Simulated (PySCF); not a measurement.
## A study: C4H4N, doublet, SMILES `[CH2]C#CC=N`

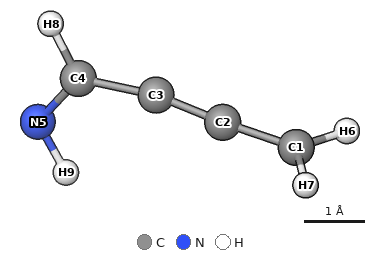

The molecule, with its atoms numbered as below. No frequency check shows the geometry to be a minimum.

Geometry (Å), atoms numbered from 1:

```
C1       2.4843   -0.1869   -0.0001
C2       1.1648    0.0672    0.0003
C3      -0.0267    0.3855    0.0002
C4      -1.4336    0.4570   -0.0001
N5      -2.2192   -0.5345   -0.0001
H6       3.0217   -0.2985   -0.9247
H7       3.0221   -0.2990    0.9234
H8      -1.8848    1.4471   -0.0004
H9      -1.7575   -1.4442    0.0002
```

Part 1: Bonding charge

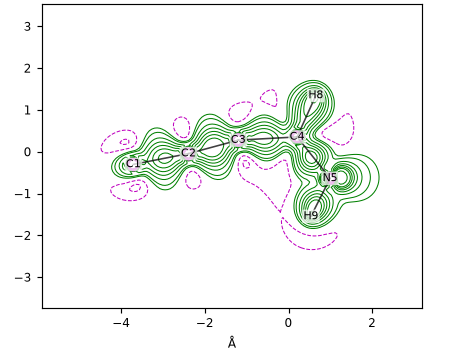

Deformation density (molecule less spherical, spin-averaged free atoms) in the plane of C1, C2, C3, C4, N5, H8 and H9; contours at ±0.05 to ±0.8 e/Å³; solid green lines: gain, dashed magenta lines: loss.

Level of theory: BLYP/6-31+G* (PySCF), at a geometry from GFN2-xTB. The stability of the open-shell solution wasn't checked. GFN2-xTB doesn't know the spin state, so this open-shell geometry is rough.

Question: Describe the bonding that the map shows.

Answer: N5–H9: +0.74 e/Å³ at the bond critical point (bond length 1.02 Å). C2–C3: +0.73 e/Å³ at the bond critical point (bond length 1.23 Å). C4–H8: +0.69 e/Å³ at the bond critical point (bond length 1.09 Å). C1–C2: +0.61 e/Å³ at the bond critical point (bond length 1.34 Å). C4–N5: +0.60 e/Å³ at the bond critical point (bond length 1.26 Å). C3–C4: +0.55 e/Å³ at the bond critical point (bond length 1.41 Å). In all, 2.0 electrons gather in the regions of gain relative to the promolecule.

Question: Where do the Hirshfeld charges lie?

Answer: The highest Hirshfeld charge is on H9 (+0.11 e), the lowest on N5 (−0.21 e).

| atom | charge (e) |
| --- | --- |
| C1 | −0.06 |
| C2 | −0.03 |
| C3 | −0.04 |
| C4 | +0.05 |
| N5 | −0.21 |
| H6 | +0.06 |
| H7 | +0.06 |
| H8 | +0.06 |
| H9 | +0.11 |

Part 2: Bond critical points

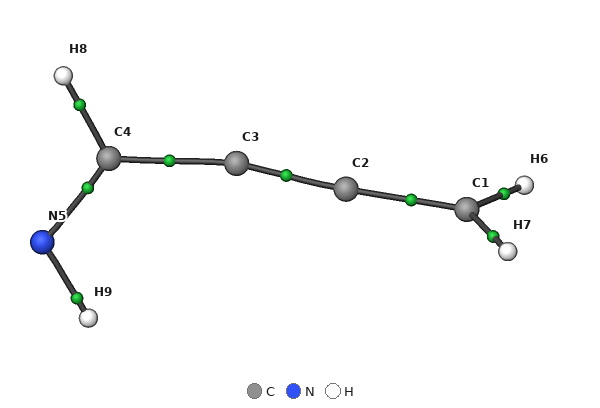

Molecular graph of the electron density (QTAIM): bond paths, bond critical points (green), ring points (magenta, if any); weak paths are dashed.

Question: How many critical points of each kind are there, and does the count close?

Answer: 9 nuclei, 8 bond, 0 ring and 0 cage critical points: 9 − 8 + 0 − 0 = 1, as the Poincaré–Hopf relation requires.

Question: Give the properties at the bond critical points.

Answer:
```tsv
bond	length (Å)	ρ (a.u.)	∇²ρ (a.u.)	ε	H (a.u.)
C2–C3	1.233	0.389	−1.19	0.08	−0.553
C4–N5	1.265	0.387	−0.62	0.21	−0.673
C1–C2	1.344	0.330	−0.98	0.18	−0.376
N5–H9	1.020	0.329	−1.62	0.01	−0.454
C3–C4	1.409	0.297	−0.81	0.05	−0.293
C4–H8	1.088	0.282	−1.01	0.02	−0.285
C1–H7 (2 alike)	1.075	0.279	−0.99	0.02	−0.286
```

Question: What kind of interaction is C4–N5?

Answer: Shared-shell (covalent): ρ = 0.387, ∇²ρ = −0.62, H = −0.673 a.u. Its ellipticity of 0.21 shows that the density isn't cylindrical about the bond.

Part 3: Local ionisation energy

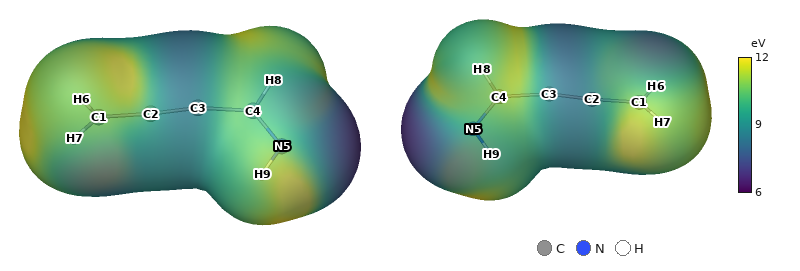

Average local ionisation energy on the surface of electron density 0.001 a.u. (back view left, front view right).

Question: Locate the minima of the map.

Answer: The lowest value is 6.7 eV, 2.0 Å from N5. Further minima include 7.6 eV, over C1, off the plane of its three bonds (2.0 Å); 8.0 eV, 2.0 Å from C3; 9.8 eV, 1.4 Å from H8. For comparison, the highest occupied orbital lies at −5.0 eV.

Question: What volume does the surface enclose, and what is the dipole moment?

Answer: About 104 Å³; the dipole moment is 2.5 D.

Part 4: Spin density

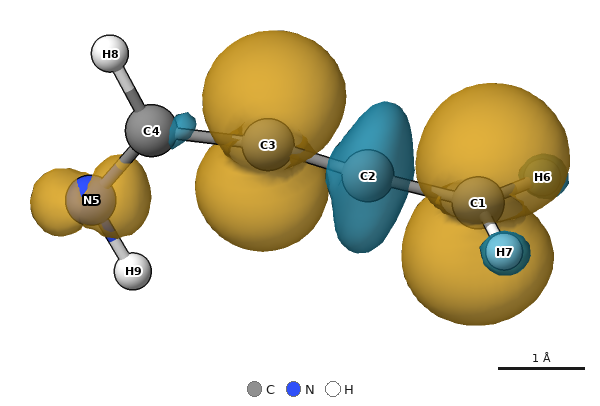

Spin density ρα − ρβ at ±0.02 e/Å³ (yellow: excess α, teal: excess β).

Question: How is the spin shared among the atoms?

Answer: Hirshfeld spin populations: C1 +0.48, C3 +0.35 and N5 +0.05. ⟨S²⟩ = 0.76, against 0.75 for a pure state. The picture also shows regions of β spin from spin polarisation; the Hirshfeld sums, whose atoms overlap, net them against the α spin of neighbours.

Part 5: In an electric field

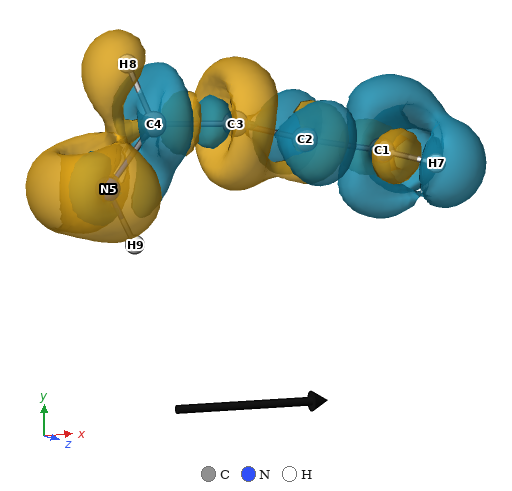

Change of the electron density in a uniform field of 0.10 V/Å along +x (arrow), surfaces at ±0.001 e/Å³ (yellow: gain, teal: loss).

Computed with PySCF, HF/6-31+G*, geometry: GFN2-xTB. The basis has diffuse s and p functions alone, which still leaves polarisabilities too small, most of all across bonds. The stability of the open-shell solution wasn't checked. GFN2-xTB doesn't know the spin state, so this open-shell geometry is rough.

Question: What dipole is induced, and what polarisability does it imply?

Answer: The induced dipole is 0.42 D (along the field); α along this axis, from the fields in both directions, is 82 bohr³ (12.2 Å³).

Question: Which atoms gain and lose the most charge?

Answer: Electrons gather most on N5 (Hirshfeld charge changes by −0.010 e) and leave C1 most (+0.006 e); 0.030 electrons are displaced in all.
